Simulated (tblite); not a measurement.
## Geometry relaxation, with input and output: C₂H₁₀FNSi₂ (part 1 of 2)

C₂H₁₀FNSi₂, computed with GFN2-xTB geometry optimisation, gas phase (tblite 0.8.0).

It belongs to a series of runs on one base structure; here: constitutional isomer.

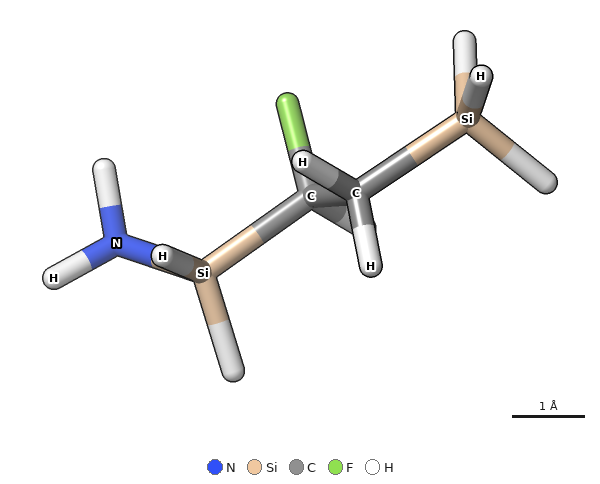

Figure 1. The input geometry (stick view, seen at a tilt). Bond lengths as drawn: C–C 1.52 Å, C–F 1.38 Å, C–H 1.11 to 1.12 Å, C–Si 1.87 Å, H–N 1.05 Å, H–Si 1.45 to 1.47 Å and N–Si 1.81 Å.

## Input
```
{"job": {"kind": "relax", "xc": "GFN2-xTB", "basis": "xTB"}, "charge": 0, "multiplicity": 1}
N      3.005700    -0.567100     0.992700
Si     1.647300    -0.458700    -0.205300
C      0.004600    -0.366500     0.677600
F      0.078700     0.410600     1.812700
C     -0.953800     0.318700    -0.287100
Si    -2.673900     0.499600     0.426200
H      3.875200    -0.402700     0.436400
H      2.925900     0.172000     1.734800
H      1.782200     0.757400    -1.022300
H      1.640900    -1.667000    -1.007600
H     -0.412700    -1.379300     0.887600
H     -0.535500     1.321200    -0.496000
H     -0.986300    -0.207300    -1.267800
H     -3.399800    -0.726200     0.084500
H     -2.660700     0.621500     1.884000
H     -3.345500     1.682800    -0.126800
```

The first line tells a small driver script what to run in tblite; the rest is the geometry in Å.

Run on 1 CPU thread, shared host.

Launch command:
```bash
OMP_NUM_THREADS=1 python <driver script> task.json out
```

## What the program printed
```
step      E/eV     max force
  0    -557.45704    2.443
  1    -557.64687    1.076
  2    -557.71428    0.745
  3    -557.73161    0.490
  4    -557.76707    0.339
  5    -557.77402    0.321
  6    -557.79489    0.263
  7    -557.80240    0.271
  8    -557.81162    0.238
  9    -557.81850    0.215
 10    -557.82590    0.269
 11    -557.83175    0.247
 12    -557.83661    0.176
 13    -557.84083    0.150
 14    -557.84462    0.162
 15    -557.84795    0.150
 16    -557.85058    0.151
 17    -557.85246    0.115
 18    -557.85403    0.111
 19    -557.85560    0.093
 20    -557.85719    0.105
 21    -557.85859    0.107
 22    -557.85978    0.105
 23    -557.86118    0.104
 24    -557.86321    0.129
 25    -557.86560    0.141
 26    -557.86754    0.089
 27    -557.86875    0.086
 28    -557.86970    0.078
 29    -557.87084    0.093
 30    -557.87202    0.082
 31    -557.87297    0.074
 32    -557.87373    0.080
 33    -557.87454    0.068
 34    -557.87552    0.081
 35    -557.87670    0.111
 36    -557.87803    0.111
 37    -557.87938    0.087
 38    -557.88044    0.067
 39    -557.88112    0.057
 40    -557.88161    0.053
 41    -557.88217    0.065
 42    -557.88301    0.094
 43    -557.88402    0.087
 44    -557.88476    0.052
 45    -557.88512    0.048
 46    -557.88534    0.042
 47    -557.88561    0.045
 48    -557.88590    0.033
 49    -557.88615    0.039
 50    -557.88637    0.038
 51    -557.88664    0.061
 52    -557.88704    0.077
 53    -557.88755    0.067
 54    -557.88801    0.050
 55    -557.88837    0.039
 56    -557.88870    0.045
 57    -557.88912    0.064
 58    -557.88960    0.058
 59    -557.89004    0.050
 60    -557.89046    0.053
 61    -557.89093    0.059
 62    -557.89147    0.058
 63    -557.89215    0.053
 64    -557.89288    0.054
 65    -557.89364    0.062
 66    -557.89446    0.059
 67    -557.89557    0.069
 68    -557.89664    0.070
 69    -557.89799    0.094
 70    -557.89886    0.076
 71    -557.90048    0.075
 72    -557.90179    0.106
 73    -557.90384    0.105
 74    -557.90586    0.077
 75    -557.90765    0.069
 76    -557.90882    0.093
 77    -557.90959    0.066
 78    -557.90982    0.096
 79    -557.91022    0.051
 80    -557.91048    0.043
 81    -557.91096    0.049
 82    -557.91136    0.057
 83    -557.91197    0.048
 84    -557.91227    0.030
 85    -557.91240    0.025
 86    -557.91246    0.025
 87    -557.91257    0.029
 88    -557.91268    0.027
 89    -557.91292    0.026
 90    -557.91300    0.020
 91    -557.91307    0.015
 92    -557.91310    0.013
 93    -557.91313    0.011
 94    -557.91317    0.017
 95    -557.91323    0.022
 96    -557.91332    0.024
 97    -557.91344    0.029
 98    -557.91357    0.027
 99    -557.91368    0.027
100    -557.91375    0.024
101    -557.91381    0.020
102    -557.91389    0.028
103    -557.91402    0.035
104    -557.91418    0.043
105    -557.91433    0.037
106    -557.91444    0.028
107    -557.91450    0.023
108    -557.91457    0.032
109    -557.91470    0.049
110    -557.91489    0.062
111    -557.91512    0.052
112    -557.91528    0.028
113    -557.91534    0.016
114    -557.91537    0.010
```

## Trajectory as extended XYZ (Å, eV, eV/Å), 30 of the 115 frames kept, from step=0 to step=114
```
16
Properties=species:S:1:pos:R:3:forces:R:3 step=0 energy=-557.45704
N     3.0057   -0.5671    0.9927   -0.6010   1.2750  -1.2330
Si    1.6473   -0.4587   -0.2053    2.2470  -0.0750   0.9570
C     0.0046   -0.3665    0.6776   -0.8080  -0.4880  -0.6900
F     0.0787    0.4106    1.8127   -0.0910  -0.2820   0.3890
C    -0.9538    0.3187   -0.2871    0.3010   0.5060  -0.7920
Si   -2.6739    0.4996    0.4262   -0.8390   0.0560   0.3630
H     3.8752   -0.4027    0.4364   -0.8020  -0.2070   1.0540
H     2.9259    0.1720    1.7348    0.2590  -1.0220  -0.9460
H     1.7822    0.7574   -1.0223   -0.0160  -0.0620  -0.0790
H     1.6409   -1.6670   -1.0076    0.0940  -0.1430  -0.1430
H    -0.4127   -1.3793    0.8876    0.2790   0.6750   0.5430
H    -0.5355    1.3212   -0.4960   -0.2030  -0.3320   0.0100
H    -0.9863   -0.2073   -1.2678    0.1430   0.1940   0.6850
H    -3.3998   -0.7262    0.0845   -0.0840  -0.0290  -0.0270
H    -2.6607    0.6215    1.8840    0.0670   0.0220  -0.0430
H    -3.3455    1.6828   -0.1268    0.0540  -0.0870  -0.0480
16
Properties=species:S:1:pos:R:3:forces:R:3 step=4 energy=-557.76707
N     2.9803   -0.5120    0.9335    0.1290   0.0560  -0.0170
Si    1.7000   -0.4587   -0.2089    0.0340   0.0450   0.0330
C    -0.0018   -0.3626    0.6328   -0.2050  -0.0250   0.2090
F     0.0667    0.3626    1.8207    0.1240   0.0850   0.1200
C    -0.9721    0.3454   -0.2967    0.1060   0.0050  -0.0640
Si   -2.7155    0.4983    0.4401   -0.0340  -0.0080   0.0130
H     3.8861   -0.4221    0.5000    0.1430  -0.1320   0.1410
H     2.9379    0.1254    1.7153   -0.0850  -0.0940   0.0760
H     1.7842    0.7423   -1.0316    0.0170   0.1670  -0.2950
H     1.6658   -1.6686   -1.0102    0.1540  -0.1800  -0.1300
H    -0.3990   -1.3373    0.9400    0.0450  -0.0030  -0.0830
H    -0.5424    1.3268   -0.5073   -0.1560   0.0370  -0.0280
H    -0.9754   -0.2037   -1.2408   -0.0830   0.0530   0.0370
H    -3.4173   -0.7353    0.0811   -0.1060  -0.0170   0.0080
H    -2.6550    0.6255    1.8919   -0.0100   0.0170   0.0190
H    -3.3502    1.6828   -0.1364   -0.0750  -0.0060  -0.0360
16
Properties=species:S:1:pos:R:3:forces:R:3 step=8 energy=-557.81162
N     2.9938   -0.4835    0.9072   -0.0460  -0.0340   0.0300
Si    1.7090   -0.4468   -0.2348    0.0820   0.0460  -0.0940
C    -0.0052   -0.3477    0.6445    0.2200   0.0180  -0.0760
F     0.0872    0.3576    1.8474    0.0510   0.0660  -0.1120
C    -0.9831    0.3583   -0.2878   -0.0120  -0.0450   0.1030
Si   -2.7378    0.4948    0.4436    0.0060  -0.0010  -0.0020
H     3.9413   -0.4651    0.5623   -0.0840  -0.0500   0.0330
H     2.9219    0.0855    1.7369   -0.0440  -0.0530   0.0110
H     1.7872    0.7545   -1.1002   -0.0360  -0.1860  -0.0050
H     1.7214   -1.6909   -1.0282    0.0540   0.2010   0.1150
H    -0.3909   -1.3289    0.9486    0.0260   0.0390  -0.1290
H    -0.5803    1.3468   -0.5203   -0.0660  -0.0210   0.0710
H    -0.9897   -0.1958   -1.2286   -0.0460   0.0060   0.0490
H    -3.4529   -0.7394    0.0839   -0.0110   0.0880   0.0520
H    -2.6562    0.6320    1.8981   -0.0510   0.0030  -0.0710
H    -3.3733    1.6774   -0.1490   -0.0450  -0.0770   0.0230
16
Properties=species:S:1:pos:R:3:forces:R:3 step=12 energy=-557.83661
N     2.9932   -0.4760    0.9020   -0.0240  -0.0620   0.0870
Si    1.7331   -0.4280   -0.2571   -0.0490   0.0060   0.1050
C     0.0267   -0.3339    0.6366   -0.1150   0.0430  -0.0910
F     0.1191    0.3731    1.8385    0.0880  -0.0330  -0.0960
C    -0.9870    0.3577   -0.2672   -0.0180   0.0520  -0.0960
Si   -2.7467    0.4923    0.4461    0.0150  -0.0090   0.0370
H     3.9555   -0.5048    0.6075   -0.0650  -0.0090  -0.0060
H     2.8992    0.0492    1.7552   -0.0160   0.0190   0.0600
H     1.7824    0.7309   -1.1549    0.0210   0.0670  -0.0900
H     1.7698   -1.6702   -1.0212    0.0190  -0.0750  -0.0600
H    -0.3720   -1.3164    0.9214    0.1730   0.0250   0.0190
H    -0.6197    1.3552   -0.5096    0.0550   0.0470   0.0470
H    -1.0105   -0.1903   -1.2097    0.0150  -0.0430  -0.0160
H    -3.4804   -0.7253    0.0975   -0.0350  -0.0510   0.0100
H    -2.6705    0.6378    1.8914   -0.0410   0.0240   0.1050
H    -3.3998    1.6575   -0.1529   -0.0240  -0.0020  -0.0150
16
Properties=species:S:1:pos:R:3:forces:R:3 step=16 energy=-557.85058
N     2.9808   -0.4869    0.9209   -0.0660  -0.0170   0.0010
Si    1.7422   -0.4166   -0.2627    0.0590  -0.0180  -0.1380
C     0.0332   -0.3184    0.6122    0.0760  -0.0300   0.0330
F     0.1553    0.3809    1.8132   -0.0040   0.0700   0.0270
C    -0.9962    0.3669   -0.2714   -0.0070  -0.0110   0.0230
Si   -2.7528    0.4888    0.4573   -0.0550  -0.0050   0.0350
H     3.9449   -0.5281    0.6311   -0.0780   0.0100   0.0360
H     2.8835    0.0331    1.7781   -0.0040   0.0120   0.0080
H     1.7851    0.7232   -1.1977    0.0600  -0.0050   0.0490
H     1.8003   -1.6656   -1.0244    0.0010  -0.0110  -0.0090
H    -0.3266   -1.3084    0.9077   -0.0070  -0.0510   0.0170
H    -0.6299    1.3699   -0.4953   -0.0010  -0.0060  -0.0740
H    -1.0195   -0.1935   -1.2064   -0.0050   0.0870  -0.0700
H    -3.5001   -0.7254    0.1102    0.0340  -0.0190   0.0390
H    -2.6888    0.6463    1.9068   -0.0140   0.0090   0.0040
H    -3.4189    1.6427   -0.1561    0.0110  -0.0160   0.0190
16
Properties=species:S:1:pos:R:3:forces:R:3 step=20 energy=-557.85719
N     2.9593   -0.4969    0.9327    0.0390   0.0080  -0.0150
Si    1.7517   -0.4162   -0.2821   -0.0680  -0.0180   0.0780
C     0.0458   -0.3160    0.6045   -0.0480   0.0200  -0.0350
F     0.1717    0.3962    1.8011    0.0020  -0.0270  -0.0550
C    -0.9984    0.3681   -0.2709    0.0180  -0.0070  -0.0090
Si   -2.7587    0.4855    0.4682    0.0920  -0.0120  -0.0240
H     3.9239   -0.5359    0.6469    0.0000  -0.0220   0.0280
H     2.8721    0.0302    1.7878   -0.0910   0.0020  -0.0380
H     1.8022    0.7241   -1.2082    0.0690   0.0400  -0.0080
H     1.8128   -1.6701   -1.0315    0.0080  -0.0200  -0.0370
H    -0.3043   -1.3111    0.9058   -0.0040   0.0690   0.0170
H    -0.6344    1.3725   -0.5020   -0.0270  -0.0260   0.0220
H    -1.0249   -0.1755   -1.2179   -0.0220   0.0220   0.0250
H    -3.5006   -0.7324    0.1253    0.0300  -0.0280   0.0380
H    -2.7006    0.6523    1.9170    0.0020   0.0040  -0.0040
H    -3.4253    1.6341   -0.1532    0.0000  -0.0050   0.0160
16
Properties=species:S:1:pos:R:3:forces:R:3 step=24 energy=-557.86321
N     2.9409   -0.5032    0.9376    0.0030  -0.0120  -0.0030
Si    1.7517   -0.4194   -0.2941    0.0830   0.0150  -0.0970
C     0.0505   -0.3088    0.5887    0.0220  -0.0140   0.0180
F     0.1891    0.4079    1.7789    0.0110   0.0670   0.0260
C    -1.0004    0.3703   -0.2734   -0.0270   0.0350  -0.0470
Si   -2.7498    0.4788    0.4758   -0.0990   0.0040   0.0370
H     3.9107   -0.5528    0.6746    0.0150  -0.0120   0.0250
H     2.8330    0.0262    1.7882   -0.0550   0.0070  -0.0130
H     1.8401    0.7299   -1.2175    0.0140  -0.0610   0.0590
H     1.8294   -1.6757   -1.0472   -0.0280   0.0600   0.0070
H    -0.2877   -1.2982    0.9102   -0.0800  -0.0460  -0.0220
H    -0.6462    1.3748   -0.5038    0.0340   0.0930   0.0340
H    -1.0373   -0.1548   -1.2267   -0.0060  -0.0970  -0.0450
H    -3.4908   -0.7467    0.1530    0.0530  -0.0110   0.0250
H    -2.7100    0.6596    1.9243    0.0440  -0.0010  -0.0110
H    -3.4309    1.6210   -0.1452    0.0150  -0.0270   0.0080
16
Properties=species:S:1:pos:R:3:forces:R:3 step=28 energy=-557.86970
N     2.9211   -0.5135    0.9425   -0.0010  -0.0310   0.0180
Si    1.7619   -0.4222   -0.3149   -0.0320  -0.0100   0.0460
C     0.0562   -0.3018    0.5715   -0.0110   0.0160  -0.0190
F     0.2095    0.4322    1.7531   -0.0060   0.0010  -0.0380
C    -1.0047    0.3781   -0.2844    0.0150   0.0010   0.0230
Si   -2.7489    0.4714    0.4885    0.0300   0.0010  -0.0040
H     3.8988   -0.5731    0.7124   -0.0050   0.0150   0.0560
H     2.7751    0.0237    1.7824    0.0310  -0.0070   0.0080
H     1.8884    0.7297   -1.2175   -0.0210   0.0340  -0.0370
H     1.8400   -1.6728   -1.0674   -0.0330  -0.0130  -0.0390
H    -0.2868   -1.2871    0.9093   -0.0260   0.0330  -0.0480
H    -0.6542    1.3907   -0.4983   -0.0030  -0.0290  -0.0240
H    -1.0519   -0.1476   -1.2410    0.0330   0.0180   0.0490
H    -3.4672   -0.7695    0.1904    0.0070  -0.0520  -0.0020
H    -2.7089    0.6678    1.9323    0.0660   0.0060   0.0410
H    -3.4359    1.6030   -0.1353   -0.0450   0.0170  -0.0300
16
Properties=species:S:1:pos:R:3:forces:R:3 step=31 energy=-557.87297
N     2.9098   -0.5252    0.9490   -0.0100  -0.0060   0.0250
Si    1.7648   -0.4240   -0.3222   -0.0050  -0.0110   0.0320
C     0.0588   -0.2967    0.5612   -0.0330   0.0380  -0.0150
F     0.2175    0.4464    1.7351    0.0090  -0.0250   0.0340
C    -1.0046    0.3833   -0.2870   -0.0530   0.0200  -0.0060
Si   -2.7487    0.4684    0.4960    0.0430  -0.0010  -0.0140
H     3.8924   -0.5792    0.7411    0.0080  -0.0100  -0.0020
H     2.7536    0.0217    1.7808    0.0010  -0.0090   0.0330
H     1.9063    0.7318   -1.2197   -0.0280   0.0170  -0.0200
H     1.8359   -1.6705   -1.0835   -0.0250  -0.0030  -0.0200
H    -0.2950   -1.2776    0.8986    0.0210   0.0110   0.0050
H    -0.6562    1.3963   -0.5003   -0.0100  -0.0180  -0.0390
H    -1.0519   -0.1445   -1.2410    0.0050   0.0250  -0.0050
H    -3.4515   -0.7901    0.2084    0.0400   0.0430   0.0190
H    -2.6927    0.6726    1.9429    0.0450  -0.0020  -0.0500
H    -3.4460    1.5961   -0.1360   -0.0070  -0.0700   0.0220
16
Properties=species:S:1:pos:R:3:forces:R:3 step=35 energy=-557.87670
N     2.8964   -0.5393    0.9624   -0.0230   0.0270  -0.0180
Si    1.7666   -0.4264   -0.3250    0.0000   0.0310  -0.0250
C     0.0560   -0.2843    0.5497    0.0570  -0.0290   0.0320
F     0.2265    0.4558    1.7246   -0.0300  -0.0100   0.0200
C    -1.0099    0.3932   -0.2940    0.1020   0.0000  -0.0450
Si   -2.7395    0.4650    0.5016   -0.0050  -0.0020   0.0050
H     3.8833   -0.5881    0.7706   -0.0200  -0.0230  -0.0240
H     2.7299    0.0166    1.7875   -0.0100  -0.0340   0.0150
H     1.9172    0.7348   -1.2224   -0.0200  -0.0450   0.0410
H     1.8227   -1.6661   -1.1044   -0.0070   0.0390   0.0390
H    -0.2991   -1.2641    0.8883    0.0160  -0.0010   0.0200
H    -0.6610    1.4019   -0.5141   -0.0040   0.0750  -0.0310
H    -1.0524   -0.1356   -1.2457   -0.0310  -0.0160  -0.0540
H    -3.4229   -0.8028    0.2333   -0.0090  -0.0340   0.0060
H    -2.6610    0.6778    1.9421    0.0340   0.0190   0.0270
H    -3.4606    1.5707   -0.1309   -0.0490   0.0040  -0.0080
16
Properties=species:S:1:pos:R:3:forces:R:3 step=39 energy=-557.88112
N     2.8750   -0.5512    0.9752    0.0020   0.0160  -0.0130
Si    1.7690   -0.4249   -0.3299   -0.0220   0.0080   0.0200
C     0.0617   -0.2707    0.5385   -0.0290   0.0160  -0.0150
F     0.2307    0.4660    1.7161   -0.0380   0.0240  -0.0180
C    -1.0012    0.4080   -0.3126   -0.0320   0.0030   0.0080
Si   -2.7235    0.4598    0.5083    0.0190  -0.0010  -0.0110
H     3.8648   -0.6065    0.8046    0.0120  -0.0260  -0.0310
H     2.6946    0.0005    1.8003   -0.0100  -0.0380   0.0120
H     1.9284    0.7331   -1.2191    0.0150   0.0510  -0.0200
H     1.8035   -1.6530   -1.1240    0.0220  -0.0170   0.0350
H    -0.3003   -1.2469    0.8798    0.0080  -0.0130  -0.0130
H    -0.6674    1.4225   -0.5406    0.0320  -0.0330   0.0090
H    -1.0581   -0.1252   -1.2633    0.0330   0.0090   0.0170
H    -3.3845   -0.8269    0.2698    0.0010  -0.0250   0.0120
H    -2.6089    0.6897    1.9448    0.0080   0.0260   0.0030
H    -3.4913    1.5345   -0.1245   -0.0210   0.0000   0.0050
16
Properties=species:S:1:pos:R:3:forces:R:3 step=43 energy=-557.88402
N     2.8698   -0.5477    0.9728   -0.0280  -0.0250  -0.0070
Si    1.7662   -0.4153   -0.3307    0.0250   0.0400  -0.0670
C     0.0586   -0.2619    0.5332    0.0120  -0.0130   0.0150
F     0.2192    0.4761    1.7106   -0.0120   0.0110   0.0020
C    -1.0020    0.4146   -0.3195   -0.0020  -0.0200  -0.0100
Si   -2.7179    0.4573    0.5093   -0.0830   0.0010   0.0260
H     3.8587   -0.6259    0.8085    0.0050   0.0120   0.0050
H     2.6800   -0.0248    1.8135    0.0420  -0.0180   0.0090
H     1.9327    0.7437   -1.2256    0.0000  -0.0200   0.0350
H     1.8070   -1.6506   -1.1156    0.0050   0.0090   0.0200
H    -0.2947   -1.2428    0.8724   -0.0220   0.0190  -0.0100
H    -0.6622    1.4257   -0.5497    0.0000   0.0070   0.0190
H    -1.0525   -0.1198   -1.2681   -0.0010  -0.0170  -0.0300
H    -3.3714   -0.8413    0.2883    0.0450   0.0420   0.0260
H    -2.5851    0.7044    1.9446   -0.0100   0.0090  -0.0540
H    -3.5141    1.5173   -0.1204    0.0240  -0.0360   0.0200
16
Properties=species:S:1:pos:R:3:forces:R:3 step=47 energy=-557.88561
N     2.8538   -0.5587    0.9777    0.0120  -0.0190   0.0050
Si    1.7681   -0.4081   -0.3386   -0.0060  -0.0120   0.0290
C     0.0592   -0.2523    0.5227   -0.0120   0.0060  -0.0120
F     0.2161    0.4915    1.6974    0.0000  -0.0070  -0.0020
C    -1.0031    0.4201   -0.3309   -0.0100   0.0030  -0.0060
Si   -2.7136    0.4534    0.5149    0.0400   0.0030  -0.0200
H     3.8445   -0.6403    0.8267    0.0120   0.0050  -0.0060
H     2.6591   -0.0441    1.8225    0.0230  -0.0140   0.0020
H     1.9492    0.7512   -1.2229    0.0070   0.0280  -0.0080
H     1.8032   -1.6448   -1.1195    0.0090   0.0000  -0.0070
H    -0.2962   -1.2313    0.8629   -0.0050  -0.0030   0.0120
H    -0.6628    1.4324   -0.5572   -0.0300   0.0000   0.0040
H    -1.0527   -0.1133   -1.2811   -0.0090   0.0000   0.0020
H    -3.3404   -0.8572    0.3202   -0.0030  -0.0270   0.0100
H    -2.5590    0.7195    1.9410   -0.0150   0.0230   0.0150
H    -3.5329    1.4910   -0.1122   -0.0150   0.0150  -0.0180
16
Properties=species:S:1:pos:R:3:forces:R:3 step=51 energy=-557.88664
N     2.8559   -0.5665    0.9773    0.0130  -0.0040   0.0060
Si    1.7678   -0.4029   -0.3365    0.0210   0.0000   0.0010
C     0.0562   -0.2505    0.5205    0.0080  -0.0100   0.0050
F     0.2094    0.4934    1.6957    0.0020   0.0050  -0.0080
C    -1.0054    0.4192   -0.3359   -0.0030   0.0050   0.0140
Si   -2.7116    0.4538    0.5122   -0.0560  -0.0050   0.0240
H     3.8464   -0.6429    0.8224    0.0210  -0.0090  -0.0270
H     2.6696   -0.0598    1.8284   -0.0110   0.0010   0.0080
H     1.9514    0.7609   -1.2212   -0.0040  -0.0280   0.0400
H     1.8083   -1.6422   -1.1146    0.0000   0.0220  -0.0140
H    -0.2986   -1.2294    0.8627    0.0030  -0.0020  -0.0070
H    -0.6703    1.4339   -0.5559   -0.0010   0.0080  -0.0320
H    -1.0540   -0.1144   -1.2861    0.0000   0.0170   0.0060
H    -3.3323   -0.8636    0.3317    0.0040   0.0020   0.0100
H    -2.5593    0.7335    1.9374   -0.0090   0.0150  -0.0110
H    -3.5410    1.4864   -0.1145    0.0100  -0.0160  -0.0150
```
